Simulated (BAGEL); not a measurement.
# HF/6-31G(d) (density fitting with qzvpp-jkfit, spherical functions) run of CH3BClFS (SMILES CSB(F)Cl)

Aim: the vertical singlet–triplet gap of CH3BClFS at HF/6-31G* (density fitting with qzvpp-jkfit, spherical functions), from 2 runs. 

The results are computed with BAGEL 1.2.2.

## Step 1: The molecule

CH3BClFS has 8 atoms, charge 0, and is taken as a singlet. As SMILES, `CSB(F)Cl`. The coordinates come from a PBE0-D4/def2-TZVP relaxation. This is one conformer, not always the lowest.

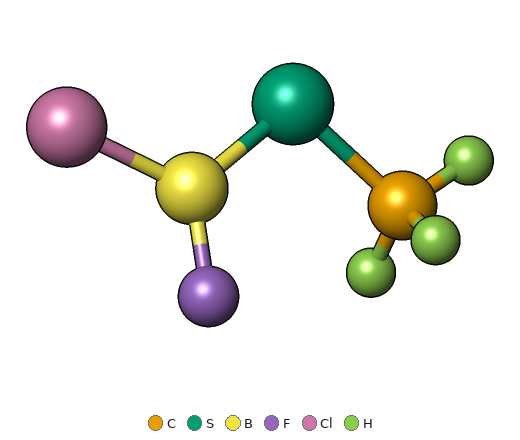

The structure, seen from a chosen angle (carbon amber, sulfur teal, boron yellow, fluorine purple, chlorine pink, hydrogen green).

## Step 2: The energy at HF/6-31G(d) (density fitting with qzvpp-jkfit, spherical functions)

The input, input.json:

```json
{ "bagel": [

{
  "title": "molecule",
  "basis": "6-31gs.json",
  "df_basis": "qzvpp-jkfit",
  "angstrom": "true",
  "geometry": [
    { "atom": "C", "xyz": [    0.113400,    0.911000,    0.897400 ] },
    { "atom": "S", "xyz": [   -1.115300,    0.193300,   -0.223500 ] },
    { "atom": "B", "xyz": [   -0.151700,   -1.054600,   -1.055700 ] },
    { "atom": "F", "xyz": [    1.126700,   -1.251200,   -0.780800 ] },
    { "atom": "Cl", "xyz": [   -0.911800,   -2.055800,   -2.276100 ] },
    { "atom": "H", "xyz": [   -0.396600,    1.693700,    1.457300 ] },
    { "atom": "H", "xyz": [    0.489500,    0.159600,    1.588700 ] },
    { "atom": "H", "xyz": [    0.937800,    1.347000,    0.336900 ] }
  ]
},
{
  "title": "hf"
},
{
  "title": "print",
  "file": "orbitals.molden",
  "orbitals": "true"
}

]}
```

The basis set 6-31G* is read from a file made from the Basis Set Exchange's data (not shown).

Run with:

```bash
BAGEL_NUM_THREADS=1 BAGEL input.json > input.out
```

Standard output:

```text
* using 1 threads per process

  ===============================================================
  ===============================================================

  *** Geometry ***

  { "atom" : "C", "xyz" : [      0.214295,      1.721541,      1.695840 ] },
  { "atom" : "S", "xyz" : [     -2.107612,      0.365284,     -0.422354 ] },
  { "atom" : "B", "xyz" : [     -0.286671,     -1.992905,     -1.994984 ] },
  { "atom" : "F", "xyz" : [      2.129154,     -2.364425,     -1.475498 ] },
  { "atom" : "Cl", "xyz" : [     -1.723052,     -3.884899,     -4.301206 ] },
  { "atom" : "H", "xyz" : [     -0.749465,      3.200629,      2.753898 ] },
  { "atom" : "H", "xyz" : [      0.925021,      0.301600,      3.002208 ] },
  { "atom" : "H", "xyz" : [      1.772185,      2.545461,      0.636649 ] },

  Number of auxiliary basis functions:      537

  Since a DF basis is specified, we compute 2- and 3-index integrals:
    o Being stored without compression. Storage requirement is 0.030 GB

  Number of basis functions:       84
  Number of electrons      :       56

    * METHOD: MOLECULE                             0.27

  *** RHF ***

  === Nuclear Repulsion ===
   261.5100317963

      * DIIS with orbital gradients will be used.

  === RHF iteration (6-31gs.json) ===
      0      -1020.72504222          0.01489686           0.09
      1      -1020.82114303          0.00893893           0.09
      2      -1020.85735719          0.00135298           0.08
      3      -1020.85888719          0.00019140           0.08
      4      -1020.85893229          0.00006284           0.08
      5      -1020.85893729          0.00001929           0.08
      6      -1020.85893767          0.00000630           0.08
      7      -1020.85893771          0.00000165           0.08
      8      -1020.85893772          0.00000048           0.08
      9      -1020.85893772          0.00000022           0.09
     10      -1020.85893772          0.00000006           0.09
     11      -1020.85893772          0.00000002           0.08
     12      -1020.85893772          0.00000001           0.08
    * SCF iteration converged.

    * Permanent dipole moment:
           (   -0.372357,    -0.548731,    -0.652884) a.u.

    * METHOD: HF                                   1.31

    * METHOD: PRINT                                0.01

  ===============================================================
```

Wall time 1.8 s (1 thread of Arm Neoverse V2, shared host); peak memory 0.14 GiB.

## Step 3: The triplet

The input, hf.json:

```json
{ "bagel": [

{
  "title": "molecule",
  "basis": "6-31gs.json",
  "df_basis": "qzvpp-jkfit",
  "angstrom": "true",
  "geometry": [
    { "atom": "C", "xyz": [    0.113400,    0.911000,    0.897400 ] },
    { "atom": "S", "xyz": [   -1.115300,    0.193300,   -0.223500 ] },
    { "atom": "B", "xyz": [   -0.151700,   -1.054600,   -1.055700 ] },
    { "atom": "F", "xyz": [    1.126700,   -1.251200,   -0.780800 ] },
    { "atom": "Cl", "xyz": [   -0.911800,   -2.055800,   -2.276100 ] },
    { "atom": "H", "xyz": [   -0.396600,    1.693700,    1.457300 ] },
    { "atom": "H", "xyz": [    0.489500,    0.159600,    1.588700 ] },
    { "atom": "H", "xyz": [    0.937800,    1.347000,    0.336900 ] }
  ]
},
{ "title": "uhf", "nopen": 2 },
{ "title": "print", "file": "orbitals.molden", "orbitals": "true" }

]}
```

The basis set 6-31G* is read from a file made from the Basis Set Exchange's data (not shown).

Run with:

```bash
BAGEL_NUM_THREADS=1 BAGEL hf.json > hf.out
```

Standard output:

```text
* using 1 threads per process

  ===============================================================
  ===============================================================

  *** Geometry ***

  { "atom" : "C", "xyz" : [      0.214295,      1.721541,      1.695840 ] },
  { "atom" : "S", "xyz" : [     -2.107612,      0.365284,     -0.422354 ] },
  { "atom" : "B", "xyz" : [     -0.286671,     -1.992905,     -1.994984 ] },
  { "atom" : "F", "xyz" : [      2.129154,     -2.364425,     -1.475498 ] },
  { "atom" : "Cl", "xyz" : [     -1.723052,     -3.884899,     -4.301206 ] },
  { "atom" : "H", "xyz" : [     -0.749465,      3.200629,      2.753898 ] },
  { "atom" : "H", "xyz" : [      0.925021,      0.301600,      3.002208 ] },
  { "atom" : "H", "xyz" : [      1.772185,      2.545461,      0.636649 ] },

  Number of auxiliary basis functions:      537

  Since a DF basis is specified, we compute 2- and 3-index integrals:
    o Being stored without compression. Storage requirement is 0.030 GB

  Number of basis functions:       84
  Number of electrons      :       56

    * METHOD: MOLECULE                             0.27

  *** Open-shell HF ***

  === Nuclear Repulsion ===
   261.5100317963

      * DIIS with orbital gradients will be used.

  === UHF iteration (6-31gs.json) ===
      0      -1020.44184057          0.03175274           0.17
      1      -1020.56862014          0.02012411           0.17
      2      -1020.60620917          0.01234333           0.17
      3      -1020.62584639          0.00126898           0.16
      4      -1020.62753591          0.00042862           0.17
      5      -1020.62777159          0.00019845           0.17
      6      -1020.62788162          0.00006605           0.17
      7      -1020.62790264          0.00004837           0.18
      8      -1020.62791166          0.00002731           0.17
      9      -1020.62791661          0.00001342           0.17
     10      -1020.62791746          0.00000721           0.17
     11      -1020.62791769          0.00000428           0.16
     12      -1020.62791778          0.00000170           0.17
     13      -1020.62791779          0.00000064           0.17
     14      -1020.62791780          0.00000031           0.17
     15      -1020.62791780          0.00000016           0.17
     16      -1020.62791780          0.00000011           0.17
     17      -1020.62791780          0.00000009           0.17
     18      -1020.62791780          0.00000008           0.17
     19      -1020.62791780          0.00000007           0.17
     20      -1020.62791780          0.00000007           0.17
     21      -1020.62791780          0.00000005           0.17
     22      -1020.62791780          0.00000003           0.17
     23      -1020.62791780          0.00000002           0.17
     24      -1020.62791780          0.00000001           0.17
    * SCF iteration converged.

    * S^2 (UHF) is 2.0205

    * Permanent dipole moment:
           (   -0.176311,    -0.112497,    -0.170066) a.u.

    * METHOD: UHF                                  4.44

    * METHOD: PRINT                                0.01

  ===============================================================
```

It took 5.1 s on 1 thread of Arm Neoverse V2, shared host; peak memory 0.13 GiB.

## Step 4: Summary of results

At HF/6-31G* (density fitting with qzvpp-jkfit, spherical functions):

| quantity | value |
| --- | --- |
| singlet: total energy | -1020.85894 Eh |
| singlet: dipole moment | 2.37 D |
| singlet: HOMO energy | -10.50 eV |
| singlet: LUMO energy | 3.57 eV |
| singlet: HOMO–LUMO gap | 14.07 eV |
| triplet: total energy | -1020.62792 Eh |
| triplet: dipole moment | 0.69 D |
| triplet: ⟨S²⟩ | 2.021 |
| vertical energy of the triplet above the singlet | 6.286 eV |

What this shows: At this shape the triplet lies 6.29 eV (145 kcal/mol) above the singlet.
